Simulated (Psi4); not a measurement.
## Run report: CH4AlNO, single-point calculation

System: CH4AlNO.
Method: TPSSh/def2-TZVP, RKS (Psi4 1.11).

The geometry comes from this level: PBE0-D4/def2-TZVP.

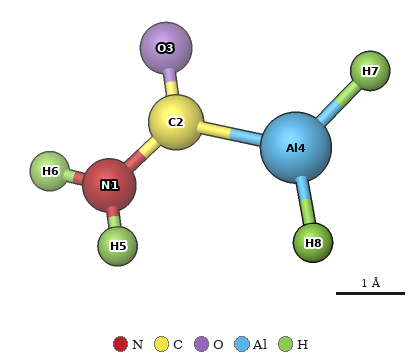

Figure 1. The structure (ball-and-stick view, seen at a tilt; atoms are numbered from 1 in the order of the input). Sticks mark near contacts. Bond lengths as drawn: Al–C 2.01 Å, Al–H 1.58 to 1.59 Å, C–N 1.36 Å, C–O 1.22 Å and H–N 1.00 to 1.01 Å.

Input (calc.inp)
```
memory 1.6 GB

molecule molecule1 {
  0 1
  N      0.485000     0.783600     1.120300
  C     -0.361200     0.556400     0.082300
  O     -1.264800     1.333400    -0.188100
  Al    -0.166600    -1.082600    -1.070200
  H      1.228100     0.145700     1.341300
  H      0.368500     1.613300     1.684600
  H     -1.194900    -1.277800    -2.250500
  H      0.998000    -2.129000    -0.775700
  units angstrom
  symmetry c1
}

set {
  basis         def2-TZVP
  scf_type      df
  diis_max_vecs 4
}

energy("tpssh")
```

Machine: 1 thread of Intel Xeon (Granite Rapids), 16 GiB of memory available, shared host.

Run as:
```bash
psi4 -n 1 calc.inp calc.out
```

The program's output
```
Psi4 1.11 release

   => Loading Basis Set <=

    Name: DEF2-TZVP
    Role: ORBITAL
    Keyword: BASIS

         ---------------------------------------------------------
                                   SCF
                              RKS Reference
                        1 Threads,   1525 MiB Core
         ---------------------------------------------------------

  ==> Geometry <==

    Molecular point group: c1
    Full point group: C1

    Geometry (in Angstrom), charge = 0, multiplicity = 1:

       Center              X                  Y                   Z               Mass
    ------------   -----------------  -----------------  -----------------  -----------------
         N            0.770680213694     0.672570984927     1.328616287886    14.003074004430
         C           -0.075519786306     0.445370984927     0.290616287886    12.000000000000
         O           -0.979119786306     1.222370984927     0.020216287886    15.994914619570
         AL           0.119080213694    -1.193629015073    -0.861883712114    26.981538530000
         H            1.513780213694     0.034670984927     1.549616287886     1.007825032230
         H            0.654180213694     1.502270984927     1.892916287886     1.007825032230
         H           -0.909219786306    -1.388829015073    -2.042183712114     1.007825032230
         H            1.283680213694    -2.240029015073    -0.567383712114     1.007825032230

  Running in c1 symmetry.

  Rotational constants: A =      0.36007  B =      0.14143  C =      0.10155 [cm^-1]
  Rotational constants: A =  10794.49292  B =   4240.05046  C =   3044.27525 [MHz]
  Nuclear repulsion =  140.231129241373338

  Charge       = 0
  Multiplicity = 1
  Electrons    = 38
  Nalpha       = 19
  Nbeta        = 19

  ==> Algorithm <==

  SCF Algorithm Type is DF.
  DIIS enabled.
  MOM disabled.
  Fractional occupation disabled.
  Guess Type is SAD.
  Energy threshold   = 1.00e-06
  Density threshold  = 1.00e-06
  Integral threshold = 1.00e-12

  ==> Primary Basis <==

  Basis Set: DEF2-TZVP
    Blend: DEF2-TZVP
    Number of shells: 62
    Number of basis functions: 154
    Number of Cartesian functions: 174
    Spherical Harmonics?: true
    Max angular momentum: 3

  ==> DFT Potential <==

   => LibXC <=

    Version 7.1.2

   => Composite Functional: TPSSH <=

    TPSSh Hyb-GGA Exchange-Correlation Functional

    Deriv               =              1
    GGA                 =           TRUE
    Meta                =           TRUE

    Exchange Hybrid     =           TRUE
    MP2 Hybrid          =          FALSE

   => Exchange Functionals <=

    0.9000   Tao, Perdew, Staroverov & Scuseria

   => Exact (HF) Exchange <=

    0.1000               HF

   => Correlation Functionals <=

    1.0000   Tao, Perdew, Staroverov & Scuseria

   => LibXC Density Thresholds  <==

    XC_HYB_MGGA_XC_TPSSH:  1.00E-15

   => Molecular Quadrature <=

    Radial Scheme          =       TREUTLER
    Pruning Scheme         =           NONE
    Nuclear Scheme         =       TREUTLER

    Blocking Scheme        =         OCTREE
    BS radius alpha        =              1
    Pruning alpha          =              1
    Radial Points          =             75
    Spherical Points       =            302
    Total Points           =         173858
    Total Blocks           =           1362
    Max Points             =            256
    Max Functions          =            150
    Weights Tolerance      =       1.00E-15

   => Loading Basis Set <=

    Name: (DEF2-TZVP AUX)
    Role: JKFIT
    Keyword: DF_BASIS_SCF

  ==> Integral Setup <==

  DFHelper Memory: AOs need 0.080 GiB; user supplied 0.080 GiB.
  SCF_SUBTYPE=INCORE selected. In-core MEM_DF algorithm will be used.
  Using in-core AOs.

  ==> MemDFJK: Density-Fitted J/K Matrices <==

    J tasked:                   Yes
    K tasked:                   Yes
    wK tasked:                   No
    Memory [MiB]:                82
    Algorithm:                 Core
    Schwarz Cutoff:           1E-12
    Mask sparsity (%):       2.6480
    Fitting Condition:        1E-10

   => Auxiliary Basis Set <=

  Basis Set: (DEF2-TZVP AUX)
    Blend: DEF2-UNIVERSAL-JKFIT
    Number of shells: 137
    Number of basis functions: 429
    Number of Cartesian functions: 510
    Spherical Harmonics?: true
    Max angular momentum: 4

  Cached 50.0% of DFT collocation blocks in 0.730 [GiB].

  Minimum eigenvalue in the overlap matrix is 7.9196206285E-04.
  Reciprocal condition number of the overlap matrix is 1.1093409525E-04.
    Using symmetric orthogonalization.

  ==> Pre-Iterations <==

  SCF Guess: Superposition of Atomic Densities via on-the-fly atomic UHF (no occupation information).

   -------------------------
    Irrep   Nso     Nmo
   -------------------------
     A        154     154
   -------------------------
    Total     154     154
   -------------------------

  ==> Iterations <==

                           Total Energy        Delta E     RMS |[F,P]|

   @DF-RKS iter SAD:  -412.35596531404212   -4.12356e+02   0.00000e+00
   @DF-RKS iter   1:  -412.68012083329552   -3.24156e-01   5.76734e-03 DIIS/ADIIS
   @DF-RKS iter   2:  -410.78286363311878    1.89726e+00   1.17517e-02 DIIS/ADIIS
   @DF-RKS iter   3:  -412.81366420883643   -2.03080e+00   4.24943e-03 DIIS/ADIIS
   @DF-RKS iter   4:  -412.98427876040131   -1.70615e-01   1.09696e-03 DIIS/ADIIS
   @DF-RKS iter   5:  -412.99881729955916   -1.45385e-02   5.18301e-04 DIIS/ADIIS
   @DF-RKS iter   6:  -413.00133409964155   -2.51680e-03   1.18219e-04 DIIS/ADIIS
   @DF-RKS iter   7:  -413.00142321006086   -8.91104e-05   7.60497e-05 DIIS
   @DF-RKS iter   8:  -413.00147149229178   -4.82822e-05   2.67669e-05 DIIS
   @DF-RKS iter   9:  -413.00147463993278   -3.14764e-06   1.96089e-05 DIIS
   @DF-RKS iter  10:  -413.00147754181324   -2.90188e-06   9.76196e-06 DIIS
   @DF-RKS iter  11:  -413.00147845519348   -9.13380e-07   2.27678e-06 DIIS
   @DF-RKS iter  12:  -413.00147845263194    2.56153e-09   2.25287e-06 DIIS
   @DF-RKS iter  13:  -413.00147850523342   -5.26015e-08   4.96596e-07 DIIS
  Energy and wave function converged.

  ==> Post-Iterations <==

   Electrons on quadrature grid:
      Ntotal   =   38.0000107306 ; deviation = 1.073e-05

    Orbital Energies [Eh]
    ---------------------

    Doubly Occupied:

       1A    -55.909182     2A    -19.019822     3A    -14.274568
       4A    -10.188396     5A     -4.084906     6A     -2.634565
       7A     -2.624606     8A     -2.623628     9A     -1.006644
      10A     -0.885089    11A     -0.583934    12A     -0.532399
      13A     -0.443256    14A     -0.395501    15A     -0.388674
      16A     -0.343324    17A     -0.301028    18A     -0.262191
      19A     -0.213923

    Virtual:

      20A     -0.085344    21A      0.013533    22A      0.014316
      23A      0.022982    24A      0.045269    25A      0.077234
      26A      0.095174    27A      0.125753    28A      0.135824
      29A      0.149437    30A      0.155512    31A      0.196360
      32A      0.209494    33A      0.225397    34A      0.245197
      35A      0.274569    36A      0.292977    37A      0.299124
      38A      0.315114    39A      0.345824    40A      0.372759
      41A      0.382692    42A      0.412449    43A      0.432944
      44A      0.467195    45A      0.475137    46A      0.494377
      47A      0.525167    48A      0.542496    49A      0.566636
      50A      0.593455    51A      0.651441    52A      0.658186
      53A      0.665449    54A      0.703015    55A      0.720213
      56A      0.722106    57A      0.766630    58A      0.776752
      59A      0.801835    60A      0.827862    61A      0.851080
      62A      0.912436    63A      0.920748    64A      0.929242
      65A      0.974751    66A      0.979331    67A      1.037197
      68A      1.068227    69A      1.129702    70A      1.194431
      71A      1.270356    72A      1.337131    73A      1.400443
      74A      1.430014    75A      1.492041    76A      1.504984
      77A      1.549540    78A      1.570809    79A      1.679983
      80A      1.688532    81A      1.747047    82A      1.790832
      83A      1.845085    84A      1.851185    85A      1.869110
      86A      1.928860    87A      1.940713    88A      1.950746
      89A      1.986876    90A      2.028497    91A      2.091548
      92A      2.127505    93A      2.144534    94A      2.208539
      95A      2.248745    96A      2.252821    97A      2.296278
      98A      2.333608    99A      2.420181   100A      2.551797
     101A      2.599267   102A      2.639519   103A      2.747554
     104A      2.749425   105A      2.855601   106A      2.888741
     107A      2.895963   108A      2.950467   109A      3.025333
     110A      3.062439   111A      3.091884   112A      3.101405
     113A      3.194292   114A      3.242136   115A      3.263507
     116A      3.363788   117A      3.515505   118A      3.551927
     119A      3.649576   120A      3.688895   121A      3.802377
     122A      3.977544   123A      4.296765   124A      4.334468
     125A      4.405243   126A      4.606413   127A      4.662338
     128A      4.782069   129A      5.030286   130A      5.039831
     131A      5.092068   132A      5.149484   133A      5.169339
     134A      5.269731   135A      5.276899   136A      5.336261
     137A      5.634335   138A      5.691469   139A      5.979506
     140A      6.099493   141A      6.344611   142A      6.381144
     143A      6.402862   144A      6.563669   145A      6.840355
     146A      7.023816   147A      7.082666   148A      7.630272
     149A      9.144823   150A      9.273677   151A      9.490449
     152A     23.047386   153A     32.009382   154A     43.918256

    Final Occupation by Irrep:
              A
    DOCC [    19 ]
    NA   [    19 ]
    NB   [    19 ]

  @DF-RKS Final Energy:  -413.00147850523342

   => Energetics <=

    Nuclear Repulsion Energy =            140.2311292413733383
    One-Electron Energy =                -847.6310642572084362
    Two-Electron Energy =                 331.5710673615450332
    DFT Exchange-Correlation Energy =     -37.1726108509433146
    Empirical Dispersion Energy =           0.0000000000000000
    VV10 Nonlocal Energy =                  0.0000000000000000
    Total Energy =                       -413.0014785052334219

Computation Completed

Properties will be evaluated at   0.000000,   0.000000,   0.000000 [a0]

Properties computed using the SCF density matrix

 Multipole Moments:

 ------------------------------------------------------------------------------------
     Multipole            Electronic (a.u.)      Nuclear  (a.u.)        Total (a.u.)
 ------------------------------------------------------------------------------------

 L = 1.  Multiply by 2.5417464519 to convert [e a0] to [Debye]
 Dipole X            :         -1.2152930            2.2660615            1.0507686
 Dipole Y            :          0.3593565           -0.8501926           -0.4908362
 Dipole Z            :         -0.9238662            1.5764453            0.6525791
 Magnitude           :                                                    1.3307495

 ------------------------------------------------------------------------------------

	total time  =         23 seconds =       0.38 minutes

    Psi4 run time: 0:00:22.98
```

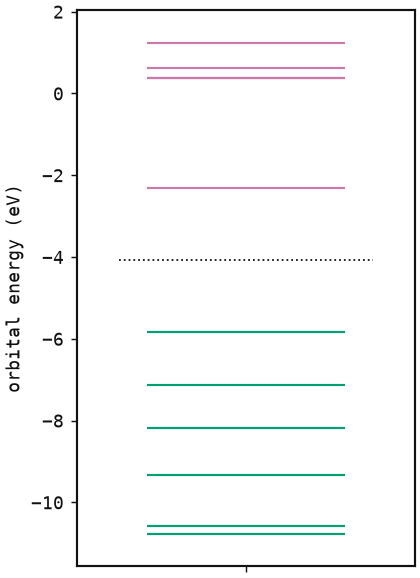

Figure 2. Orbital energies near the frontier; the dotted line parts filled from empty levels, and levels within 0.02 eV of each other stand side by side. Highest filled −5.82 eV, lowest empty −2.32 eV, 3.50 eV apart.

Summary

```tsv
quantity	value
outcome	converged
total energy	−413.001479 hartree
basis functions	154
HOMO	−5.82 eV
LUMO	−2.32 eV
dipole moment	3.38 D
wall time	24 s
peak memory	1 GiB
```
